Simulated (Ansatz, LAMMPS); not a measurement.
# Glassy 68GeO2-32ZnO (mol %) (91 atoms) under strain, part 2 of 4

How stiff is glassy 68GeO2-32ZnO (mol %) (91 atoms), and how do its levels respond to strain?

Ansatz 0.2.0; Kohn-Sham DFT, PBE, PAW (set soft_1), plane waves.

The cell: 23 Ge, 11 Zn and 57 O. The quench rate of 50 K/ps is orders of magnitude faster than experiment. The network of bonds at the start is that of the classical potential that made the cell. Sampling is at Γ alone.

So far. Step 2 (Single point at the start): The r.m.s. force at the start is 0.90 eV/Å.

### 3. Cell and atoms relaxed

Cell and atoms are freed together, to release stress as well as forces.

Input file input.yaml:

```yaml
crystal:
  lattice:
    - [11.04645, 0.0, 0.0]
    - [0.0, 11.04645, 0.0]
    - [0.0, 0.0, 11.04645]
  atoms:
    [... the 91 atom lines of step 2 ...]
kpoints:
  mp_grid: { grid: [1, 1, 1] }
hamiltonian:
  xc: pbe
  pseudopotentials: { kind: paw, azcp: { folder: soft_1 } }
scf:
  occupations: { method: gaussian, width: 0.05 }
output:
  forces: true
relax:
  f_tol: 0.05
  max_steps: 150
  cell: {}
```

On the command line:

```
$ ansatz run input.yaml --threads 4 --pin off --max-ram 8192MiB --backend cpu --events-out ev --progress --plain --runs-dir out
```

Numbers of over 12 decimals in the logs are rounded to 6 here.

Output:

```text
[...]
Crystal: 91 atoms, lattice volume = 1347.933 Å³
Basis set: ecut = 420 eV, 26193 PW (Γ), exchange–correlation on 150×150×150 points (8 copies of the dense FFT grid, shifted against one another)
Bands: 489, of which v1, the nominal top of the filled ones, is band 398 counted from 1 (397 counted from 0)
Symmetry: 1 space group operations
[...]
k-points: 1
[...]
SCF iter   1: F=—  HF=-167655.010457 eV  |F-HF|=—  |Δ(HF+E_count)|=         —  Δρ=1.04e-1  dr2=1.07e2  ethr=3.10e-3  ⟨swp⟩=6.0  Hψ=2098  notcnv=0  defer=1
[...]
SCF iter  13: F=—  HF=-167622.972063 eV  |F-HF|=—  |Δ(HF+E_count)|=   2.33e-7  Δρ=3.59e-6  dr2=1.31e-7  ethr=1.26e-11  ⟨swp⟩=5.0  Hψ=1606  notcnv=0
SCF iter  14: F=-167622.972063 eV  HF=-167622.972063 eV  |F-HF|=7.83e-9  |Δ(HF+E_count)|=   1.68e-8  Δρ=1.08e-6  dr2=1.46e-8  ethr=1.26e-11  ⟨swp⟩=4.0  Hψ=1511  notcnv=0
SCF 1 converged in 14 iterations: F = -167622.972063 eV  dr2 = 1.46e-8
[...]
relax step   1: F+E_penalty+E_count = -167622.97206349 eV  Δ(F+E_penalty+E_count) = +0.000e0 eV  max|allowed force component| = 2.601e0 eV/Å  Δτ_max = 0.0000 Å  P = +6.683 GPa  Ω = 1347.933 Å³  (14 SCF iters, dr2 threshold 1.00e-7 eV, accepted)
[... from here on, the SCF cycles and remarks between the steps are left out ...]
relax step   2: F+E_penalty+E_count = -167627.12724376 eV  Δ(F+E_penalty+E_count) = -4.155e0 eV  max|allowed force component| = 1.831e0 eV/Å  Δτ_max = 0.1019 Å  P = +3.051 GPa  Ω = 1364.791 Å³  energy of the carried Pulay correction = -4.958e-2 eV  (8 SCF iters, dr2 threshold 9.10e-6 eV, accepted)
relax step   3: F+E_penalty+E_count = -167629.87206989 eV  Δ(F+E_penalty+E_count) = -2.745e0 eV  max|allowed force component| = 5.895e-1 eV/Å  Δτ_max = 0.1968 Å  P = -0.474 GPa  Ω = 1366.166 Å³  energy of the carried Pulay correction = -5.359e-2 eV  (9 SCF iters, dr2 threshold 9.10e-6 eV, accepted)
relax step   4: F+E_penalty+E_count = -167630.76843540 eV  Δ(F+E_penalty+E_count) = -8.964e-1 eV  max|allowed force component| = 1.038e0 eV/Å  Δτ_max = 0.2000 Å  P = -0.075 GPa  Ω = 1339.439 Å³  energy of the carried Pulay correction = +2.521e-2 eV  (8 SCF iters, dr2 threshold 9.10e-6 eV, accepted)
relax step   5: F+E_penalty+E_count = -167631.20561296 eV  Δ(F+E_penalty+E_count) = -4.372e-1 eV  max|allowed force component| = 8.489e-1 eV/Å  Δτ_max = 0.1914 Å  P = -0.486 GPa  Ω = 1324.148 Å³  energy of the carried Pulay correction = +7.101e-2 eV  (8 SCF iters, dr2 threshold 9.10e-6 eV, accepted)
relax step   6: F+E_penalty+E_count = -167631.51341101 eV  Δ(F+E_penalty+E_count) = -3.078e-1 eV  max|allowed force component| = 2.038e-1 eV/Å  Δτ_max = 0.2000 Å  P = -0.031 GPa  Ω = 1317.807 Å³  energy of the carried Pulay correction = +9.016e-2 eV  (8 SCF iters, dr2 threshold 9.10e-6 eV, accepted)
relax step   7: F+E_penalty+E_count = -167631.63937121 eV  Δ(F+E_penalty+E_count) = -1.260e-1 eV  max|allowed force component| = 3.159e-1 eV/Å  Δτ_max = 0.2000 Å  P = +0.042 GPa  Ω = 1315.387 Å³  energy of the carried Pulay correction = +9.749e-2 eV  (9 SCF iters, dr2 threshold 2.59e-6 eV, accepted)
relax step   8: F+E_penalty+E_count = -167631.60773789 eV  Δ(F+E_penalty+E_count) = +3.163e-2 eV  max|allowed force component| = 8.209e-1 eV/Å  Δτ_max = 0.1411 Å  P = +0.165 GPa  Ω = 1313.439 Å³  energy of the carried Pulay correction = +1.034e-1 eV  (8 SCF iters, dr2 threshold 6.24e-6 eV, rejected (line search))
relax step   9: F+E_penalty+E_count = -167631.69338269 eV  Δ(F+E_penalty+E_count) = -5.401e-2 eV  max|allowed force component| = 1.528e-1 eV/Å  Δτ_max = 0.0705 Å  P = +0.025 GPa  Ω = 1316.263 Å³  energy of the carried Pulay correction = +9.483e-2 eV  (13 SCF iters, accepted)
relax step  10: F+E_penalty+E_count = -167631.72879633 eV  Δ(F+E_penalty+E_count) = -3.541e-2 eV  max|allowed force component| = 5.897e-2 eV/Å  Δτ_max = 0.1000 Å  P = -0.009 GPa  Ω = 1317.162 Å³  energy of the carried Pulay correction = +9.211e-2 eV  (8 SCF iters, dr2 threshold 1.46e-6 eV, accepted)
relax step  11: F+E_penalty+E_count = -167631.71475410 eV  Δ(F+E_penalty+E_count) = +1.404e-2 eV  max|allowed force component| = 3.908e-1 eV/Å  Δτ_max = 0.1500 Å  P = +0.068 GPa  Ω = 1316.332 Å³  energy of the carried Pulay correction = +9.462e-2 eV  (10 SCF iters, dr2 threshold 2.17e-7 eV, rejected (line search))
relax step  12: F+E_penalty+E_count = -167631.74100846 eV  Δ(F+E_penalty+E_count) = -1.221e-2 eV  max|allowed force component| = 1.078e-1 eV/Å  Δτ_max = 0.0723 Å  P = -0.018 GPa  Ω = 1317.508 Å³  energy of the carried Pulay correction = +9.106e-2 eV  (13 SCF iters, accepted)
relax step  13: F+E_penalty+E_count = -167631.73746948 eV  Δ(F+E_penalty+E_count) = +3.539e-3 eV  max|allowed force component| = 2.040e-1 eV/Å  Δτ_max = 0.0726 Å  P = -0.005 GPa  Ω = 1317.430 Å³  energy of the carried Pulay correction = +9.130e-2 eV  (8 SCF iters, dr2 threshold 7.26e-7 eV, rejected (line search))
[...]
relax step  17: F+E_penalty+E_count = -167631.76363129 eV  Δ(F+E_penalty+E_count) = -4.761e-3 eV  max|allowed force component| = 7.572e-2 eV/Å  Δτ_max = 0.0822 Å  P = -0.031 GPa  Ω = 1316.332 Å³  energy of the carried Pulay correction = +9.462e-2 eV  (12 SCF iters, accepted)
relax step  18: F+E_penalty+E_count = -167631.76845116 eV  Δ(F+E_penalty+E_count) = -4.820e-3 eV  max|allowed force component| = 5.961e-2 eV/Å  Δτ_max = 0.0528 Å  P = +0.003 GPa  Ω = 1315.797 Å³  energy of the carried Pulay correction = +9.625e-2 eV  (8 SCF iters, dr2 threshold 3.58e-7 eV, accepted)
relax step  19: F+E_penalty+E_count = -167631.78053597 eV  Δ(F+E_penalty+E_count) = -1.208e-2 eV  max|allowed force component| = 1.185e-1 eV/Å  Δτ_max = 0.1851 Å  P = -0.044 GPa  Ω = 1315.146 Å³  energy of the carried Pulay correction = +9.822e-2 eV  (9 SCF iters, dr2 threshold 2.22e-7 eV, accepted)
relax step  20: F+E_penalty+E_count = -167631.80562769 eV  Δ(F+E_penalty+E_count) = -2.509e-2 eV  max|allowed force component| = 1.575e-1 eV/Å  Δτ_max = 0.1949 Å  P = +0.018 GPa  Ω = 1313.189 Å³  energy of the carried Pulay correction = +1.042e-1 eV  (8 SCF iters, dr2 threshold 8.78e-7 eV, accepted)
relax step  21: F+E_penalty+E_count = -167631.83552808 eV  Δ(F+E_penalty+E_count) = -2.990e-2 eV  max|allowed force component| = 2.393e-1 eV/Å  Δτ_max = 0.1948 Å  P = -0.060 GPa  Ω = 1312.082 Å³  energy of the carried Pulay correction = +1.075e-1 eV  (8 SCF iters, dr2 threshold 1.55e-6 eV, accepted)
relax step  22: F+E_penalty+E_count = -167631.87679399 eV  Δ(F+E_penalty+E_count) = -4.127e-2 eV  max|allowed force component| = 1.973e-1 eV/Å  Δτ_max = 0.2000 Å  P = +0.022 GPa  Ω = 1311.010 Å³  energy of the carried Pulay correction = +1.108e-1 eV  (8 SCF iters, dr2 threshold 3.58e-6 eV, accepted)
relax step  23: F+E_penalty+E_count = -167631.82516011 eV  Δ(F+E_penalty+E_count) = +5.163e-2 eV  max|allowed force component| = 6.572e-1 eV/Å  Δτ_max = 0.1946 Å  P = +0.064 GPa  Ω = 1313.141 Å³  energy of the carried Pulay correction = +1.043e-1 eV  (8 SCF iters, dr2 threshold 2.43e-6 eV, rejected (line search))
relax step  24: F+E_penalty+E_count = -167631.90145482 eV  Δ(F+E_penalty+E_count) = -2.466e-2 eV  max|allowed force component| = 4.281e-2 eV/Å  Δτ_max = 0.0973 Å  P = -0.001 GPa  Ω = 1312.002 Å³  energy of the carried Pulay correction = +1.078e-1 eV  (12 SCF iters, accepted)
relax step  25: F+E_penalty+E_count = -167631.90501086 eV  Δ(F+E_penalty+E_count) = -3.556e-3 eV  max|allowed force component| = 1.274e-1 eV/Å  Δτ_max = 0.0532 Å  P = -0.022 GPa  Ω = 1312.155 Å³  energy of the carried Pulay correction = +1.073e-1 eV  (11 SCF iters, accepted)
relax step  26: F+E_penalty+E_count = -167631.92629831 eV  Δ(F+E_penalty+E_count) = -2.129e-2 eV  max|allowed force component| = 5.288e-2 eV/Å  Δτ_max = 0.1500 Å  P = +0.000 GPa  Ω = 1311.032 Å³  energy of the carried Pulay correction = +1.107e-1 eV  (8 SCF iters, dr2 threshold 1.01e-6 eV, accepted)
relax step  27: F+E_penalty+E_count = -167631.93254218 eV  Δ(F+E_penalty+E_count) = -6.244e-3 eV  max|allowed force component| = 2.064e-1 eV/Å  Δτ_max = 0.1931 Å  P = -0.141 GPa  Ω = 1310.770 Å³  energy of the carried Pulay correction = +1.115e-1 eV  (9 SCF iters, dr2 threshold 1.75e-7 eV, accepted)
relax step  28: F+E_penalty+E_count = -167631.94833424 eV  Δ(F+E_penalty+E_count) = -1.579e-2 eV  max|allowed force component| = 3.689e-2 eV/Å  Δτ_max = 0.0840 Å  P = -0.005 GPa  Ω = 1310.178 Å³  energy of the carried Pulay correction = +1.133e-1 eV  (8 SCF iters, dr2 threshold 2.66e-6 eV, accepted)
relax step  29: F+E_penalty+E_count = -167631.91316276 eV  Δ(F+E_penalty+E_count) = +3.517e-2 eV  max|allowed force component| = 3.631e-2 eV/Å  Δτ_max = 0.0000 Å  P = -0.122 GPa  Ω = 1310.178 Å³  stress off target by 2.70e-1 GPa  SCF on the basis re-selected at this cell (its energy is not comparable with the rows above)  (8 SCF iters)
relax step  30: F+E_penalty+E_count = -167631.92556766 eV  Δ(F+E_penalty+E_count) = -1.240e-2 eV  max|allowed force component| = 3.156e-2 eV/Å  Δτ_max = 0.0282 Å  P = -0.003 GPa  Ω = 1306.843 Å³  energy of the carried Pulay correction = +8.236e-3 eV  (9 SCF iters, dr2 threshold 1.83e-7 eV, accepted)
relax step  31: F+E_penalty+E_count = -167631.91789764 eV  Δ(F+E_penalty+E_count) = +7.670e-3 eV  max|allowed force component| = 3.160e-2 eV/Å  Δτ_max = 0.0000 Å  P = -0.008 GPa  Ω = 1306.843 Å³  stress off target by 2.46e-2 GPa  SCF on the basis re-selected at this cell (its energy is not comparable with the rows above)  (5 SCF iters)
[...]
SCF converged after 5 iterations
Free energy (F): -167631.917898 eV
[...]
Internal energy: -167631.917898 eV  (E = F + TS)
E sigma→0 (E₀):  -167631.917898 eV
Fermi energy:    5.247159 eV
[...]
Σ components = -167631.917898   (vs F -167631.917898, Δ=0.00e0)
--- Forces (eV/Å), atoms counted from 1 ---
  atom   1  Ge     0.00633321     0.00619296    -0.00159595
  atom   2  Ge     0.00325387     0.02565825     0.00421052
  atom   3  Ge     0.00885010     0.00743027     0.01003448
  atom   4  Ge    -0.00451959    -0.00193847     0.01522382
[...]
atom  91  O      0.00348284    -0.00647228     0.00036446
  max |Σ_I F_I| component: 1.13e-5 eV/Å
--- Stress (GPa, compression-positive) ---
       -0.009079       0.010273      -0.019598
        0.010273      -0.017442      -0.013838
       -0.019598      -0.013838       0.002537
  P = ⅓ Tr σ = -0.0080 GPa (-0.080 kbar)
--- Relaxed structure (29 steps of the walk, 25 accepted, 2 SCFs on fresh bases) ---
  F+E_penalty+E_count = -167631.91789764 eV   max|allowed force component| = 3.160e-2 eV/Å   (the final SCF, on the basis selected at the relaxed cell)
  cell:  # Å, volume = 1306.8433 Å³
    - [11.033869, -0.080743, 0.278675]
    - [-0.080743, 10.821022, 0.179221]
    - [0.278675, 0.179221, 10.955967]
  atoms:
    - { symbol: Ge, position: [0.590372, 0.00278449, 0.088789] }
    - { symbol: Ge, position: [0.567569, 0.544580, 0.298903] }
    - { symbol: Ge, position: [0.033225, 0.674904, 0.815990] }
    - { symbol: Ge, position: [0.340111, 0.956854, 0.460005] }
[...]
- { symbol: O, position: [0.097169, 0.816990, 0.772683] }
```

The job ended after 9.4 min (4 threads of Arm Neoverse V2, shared host; peak memory 2 GiB; 37 min of CPU time).

The relaxation converged after 29 steps, with a largest force component of 0.032 eV/Å.

### 4. Single point at the relaxed geometry

One more single point at the end of the walk gives the fuller output and checks the residual forces.

Input file input.yaml:

```yaml
crystal:
  lattice:
    - [11.03387, -0.08074, 0.27868]
    - [-0.08074, 10.82102, 0.17922]
    - [0.27868, 0.17922, 10.95597]
  atoms:
    - { symbol: Ge, position: [0.59037, 0.00278, 0.08879] }
    - { symbol: Ge, position: [0.56757, 0.54458, 0.2989] }
    - { symbol: Ge, position: [0.03322, 0.6749, 0.81599] }
    - { symbol: Ge, position: [0.34011, 0.95685, 0.46001] }
    - { symbol: Ge, position: [0.53088, 0.71018, 0.7662] }
    - { symbol: Ge, position: [0.39476, 0.39735, 0.10816] }
    [... 79 atom lines left out ...]
    - { symbol: O, position: [0.01468, 0.7531, 0.32092] }
    - { symbol: O, position: [0.65606, 0.41172, 0.29469] }
    - { symbol: O, position: [0.33375, 0.83698, 0.16169] }
    - { symbol: O, position: [0.83474, 0.373, 0.10251] }
    - { symbol: O, position: [0.87335, 0.53944, 0.31321] }
    - { symbol: O, position: [0.09717, 0.81699, 0.77268] }
kpoints:
  mp_grid: { grid: [1, 1, 1] }
hamiltonian:
  xc: pbe
  pseudopotentials: { kind: paw, azcp: { folder: soft_1 } }
scf:
  occupations: { method: gaussian, width: 0.05 }
output:
  forces: true
  stress: true
  populations: true
  dos:
    method: { smearing: { sigma: 0.08 } }
    de: 0.1
    projected: { site_lists: { Ge: [Ge], O: [O], Zn: [Zn] } }
  eigenvalues: true
  write_density: true
  write_potential: true
  volumetric_format: npy
  elf: true
```

Output:

```text
[...]
Crystal: 91 atoms, lattice volume = 1306.844 Å³
Basis set: ecut = 420 eV, 25557 PW (Γ), exchange–correlation on 150×150×150 points (8 copies of the dense FFT grid, shifted against one another)
Bands: 489, of which v1, the nominal top of the filled ones, is band 398 counted from 1 (397 counted from 0)
Symmetry: 1 space group operations
[...]
k-points: 1
[...]
SCF iter   1: F=—  HF=-167661.297558 eV  |F-HF|=—  |Δ(HF+E_count)|=         —  Δρ=1.00e-1  dr2=9.70e1  ethr=3.10e-3  ⟨swp⟩=6.0  Hψ=1981  notcnv=0
[...]
SCF iter  14: F=-167631.917894 eV  HF=-167631.917894 eV  |F-HF|=6.37e-9  |Δ(HF+E_count)|=   8.99e-9  Δρ=1.01e-6  dr2=1.52e-8  ethr=1.26e-11  ⟨swp⟩=17.0  Hψ=3860  notcnv=0
SCF 1 converged in 14 iterations: F = -167631.917894 eV  dr2 = 1.52e-8
[...]
SCF converged after 14 iterations
Free energy (F): -167631.917894 eV
[...]
Internal energy: -167631.917894 eV  (E = F + TS)
E sigma→0 (E₀):  -167631.917894 eV
Fermi energy:    5.247016 eV
[...]
--- Forces (eV/Å), atoms counted from 1 ---
  atom   1  Ge     0.00675982     0.00794811    -0.00176019
  atom   2  Ge     0.00225152     0.02627147     0.00543348
  atom   3  Ge     0.01093192     0.01012726     0.01011005
  atom   4  Ge    -0.00568179     0.00078262     0.01362835
  atom   5  Ge    -0.01034963     0.01163190     0.00460634
  atom   6  Ge     0.01327011     0.00292458    -0.01187445
  atom   7  Ge     0.02810863    -0.02555271    -0.01854944
  atom   8  Ge     0.00149888     0.00635428     0.02358827
  atom   9  Ge     0.00374540     0.00935903    -0.00442991
  atom  10  Ge    -0.00732910    -0.00408345     0.01175830
  atom  11  Ge    -0.01513414    -0.00322851     0.00352971
  atom  12  Ge     0.00475720     0.00030514     0.00685884
  atom  13  Ge    -0.00830059    -0.00063697     0.01832694
  atom  14  Ge    -0.00647238    -0.00458820     0.00318203
[...]
atom  90  O     -0.00592469    -0.01476911    -0.00461230
  atom  91  O      0.00266582    -0.00772420     0.00098145
  max |Σ_I F_I| component: 1.66e-5 eV/Å
--- Stress (GPa, compression-positive) ---
       -0.007704       0.009536      -0.020154
        0.009536      -0.017321      -0.013973
       -0.020154      -0.013973       0.002674
  P = ⅓ Tr σ = -0.0075 GPa (-0.075 kbar)
--- Band table (eV) ---
[...]
--- Löwdin populations: 91 sites ---
  site symbol       q [e]
     0     Ge     12.5752
     1     Ge     12.5106
     2     Ge     12.5227
[...]
90      O      6.9267
  spilling = 0.006637 (of n_electrons = 796.000000)
```

Wall time 31 s (4 threads); peak memory 2 GiB.

Numbers from this run:

```yaml
free_energy: -167631.9179 eV
free_energy_per_atom: -1842.1090 eV/atom
scf_cycles: 14
pressure: -0.00745 GPa
r_m_s_force_component: 0.00797 eV/Å
longest_force: 0.04227 eV/Å
fermi_energy: 5.247 eV
spacing_of_highest_filled_and_lowest_empty_level: 1.656 eV
spilling_of_the_projection: 0.006637
```

Löwdin charges by element and coordination (they lack the spilled electrons, 0.058 e an atom on average):

| element | coordination | atoms | mean charge (e) | spread | least | most |
| --- | --- | --- | --- | --- | --- | --- |
| Ge | all | 23 | 1.46 | 0.0358 | 1.36 | 1.52 |
| Ge | 4 | 18 | 1.47 | 0.0268 | 1.42 | 1.52 |
| Ge | 5 | 4 | 1.43 | 0.0152 | 1.41 | 1.45 |
| Ge | 6 | 1 | 1.36 | 0 | 1.36 | 1.36 |
| O | all | 57 | -0.787 | 0.112 | -1.05 | -0.658 |
| O | 2 | 27 | -0.714 | 0.0699 | -0.896 | -0.658 |
| O | 3 | 29 | -0.846 | 0.0948 | -0.994 | -0.662 |
| O | 4 | 1 | -1.05 | 0 | -1.05 | -1.05 |
| Zn | all | 11 | 1.51 | 0.0127 | 1.49 | 1.53 |
| Zn | 4 | 8 | 1.50 | 0.0111 | 1.49 | 1.52 |
| Zn | 5 | 3 | 1.52 | 0.01 | 1.51 | 1.53 |

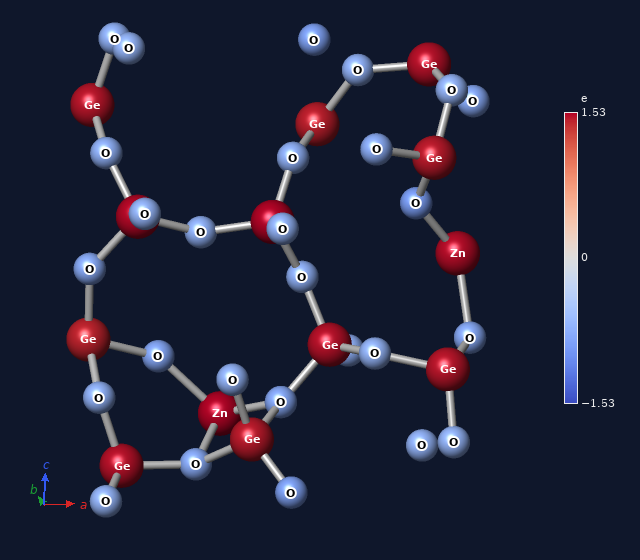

Atoms coloured by Löwdin charge. Drawn is a stretch of 9 Å of the 11 Å that the cell measures along a and a slice 5 Å thick, seen along the normal of the ac plane. Bonds to atoms that aren't drawn are left out.

States in the cell by windows of 1 eV, zero at the Fermi level; the larger projections on atomic orbitals stand beside the total:

| from (eV) | to (eV) | total | O p | Zn d | Ge p | Ge s |
| --- | --- | --- | --- | --- | --- | --- |
| -14 | -11 | 0.0 | 0.0 | 0.0 | 0.0 | 0.0 |
| -11 | -10 | 6.5 | 3.3 | 0.1 | 0.2 | 2.5 |
| -10 | -9 | 13.5 | 7.0 | 0.2 | 0.6 | 4.5 |
| -9 | -8 | 14.2 | 7.7 | 0.6 | 1.0 | 3.5 |
| -8 | -7 | 14.1 | 7.6 | 2.0 | 1.2 | 2.0 |
| -7 | -6 | 54.4 | 26.5 | 19.1 | 6.3 | 0.5 |
| -6 | -5 | 85.6 | 26.8 | 51.6 | 4.4 | 0.4 |
| -5 | -4 | 60.0 | 30.0 | 22.0 | 3.8 | 0.5 |
| -4 | -3 | 62.8 | 50.1 | 6.0 | 3.0 | 0.3 |
| -3 | -2 | 84.9 | 76.8 | 3.9 | 1.4 | 0.2 |
| -2 | -1 | 50.8 | 45.5 | 3.4 | 0.6 | 0.1 |
| -1 | 0 | 5.1 | 4.6 | 0.3 | 0.1 | 0.0 |
| 0 | 1 | 2.0 | 0.3 | 0.0 | 0.0 | 0.7 |
| 1 | 2 | 0.0 | 0.0 | 0.0 | 0.0 | 0.0 |
| 2 | 3 | 9.3 | 2.7 | 0.0 | 0.9 | 3.3 |
| 3 | 4 | 15.3 | 4.4 | 0.0 | 1.7 | 5.0 |
| 4 | 5 | 19.6 | 5.3 | 0.0 | 3.3 | 4.8 |

The curve was stored every 0.100 eV, coarse against its broadening of 0.08 eV, so these counts are rough.

Between -26 and -14 eV lie 344 more states.

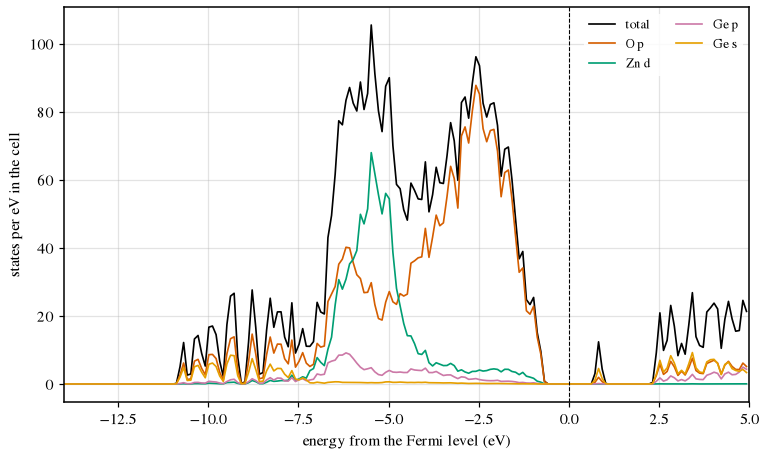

Total and projected density of states, with the broadening of the input.

The levels nearest the highest filled one (over half full), pooled over k-points and spins:

| level less the highest filled one (eV) | occupation |
| --- | --- |
| -0.425 | 2 |
| -0.401 | 2 |
| -0.274 | 2 |
| -0.190 | 2 |
| -0.140 | 2 |
| 0 | 2 |
| 1.66 | 0 |
| 3.31 | 0 |
| 3.39 | 0 |
| 3.60 | 0 |
| 3.66 | 0 |
| 3.77 | 0 |

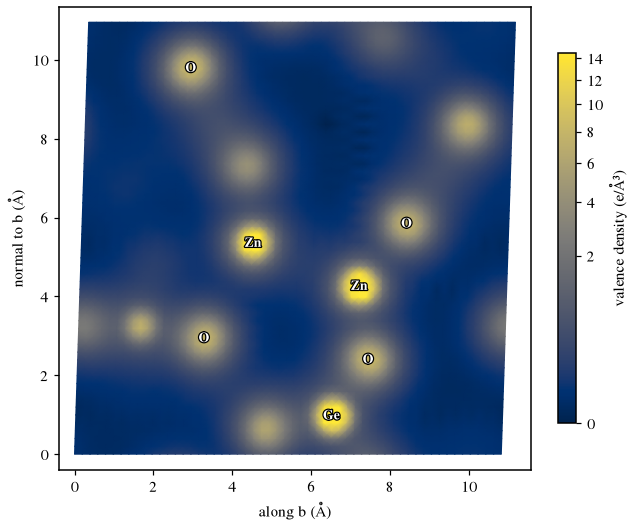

Valence density in the bc plane at fractional x = 0.608, with atoms of Ge and Zn and O within 0.2 Å of it. It is the smooth field of the valence electrons, not physical close to the nuclei. The map starts off the cell's origin, so that atoms lie inside it. The colour scale is stretched toward low values.

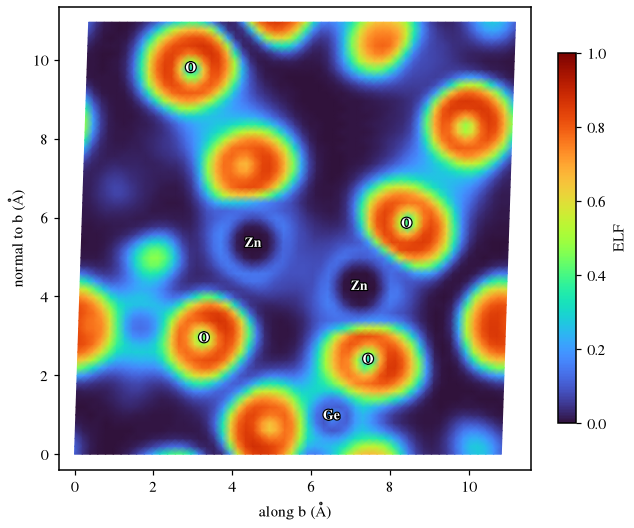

ELF in the bc plane at fractional x = 0.608, with atoms of Ge and Zn and O within 0.2 Å of it. It is the smooth field of the valence electrons, not physical close to the nuclei. The map starts off the cell's origin, so that atoms lie inside it.

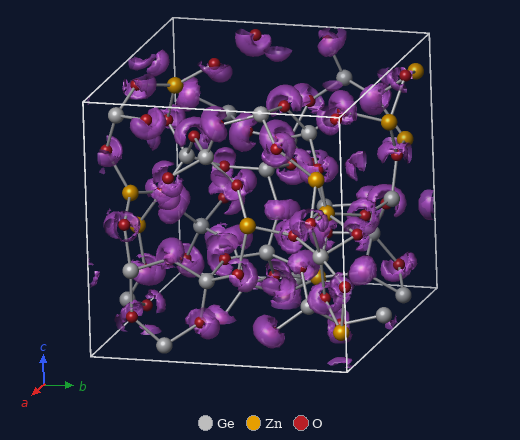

Surface of ELF = 0.81. Bonds to atoms that aren't drawn are left out.

Between filled and empty levels lie 1.66 eV (at Γ alone); a semilocal functional tends to put such gaps too low. In a disordered cell it changes from sample to sample, and tail or defect levels can set it. Mean Löwdin charges: Ge +1.46, O -0.79, Zn +1.51 e (they miss 0.66 % of the electrons, so they add up to more than the cell's charge). The largest share in the top eV of filled states is O p (91 % of the projected weight), and in the lowest eV of empty states Ge s (38 % of the projected weight).

[end of part 2 of 4]

[Logs are printed without paths, hosts, clocks, repeated set-up lines and the standing remarks that a program may print on its own settings, such as how far it seeks lower states.]

[Hosts, paths, dates, database ids (printed as entryN), source tags and the programs' standing remarks are cut or masked in the printed files.]
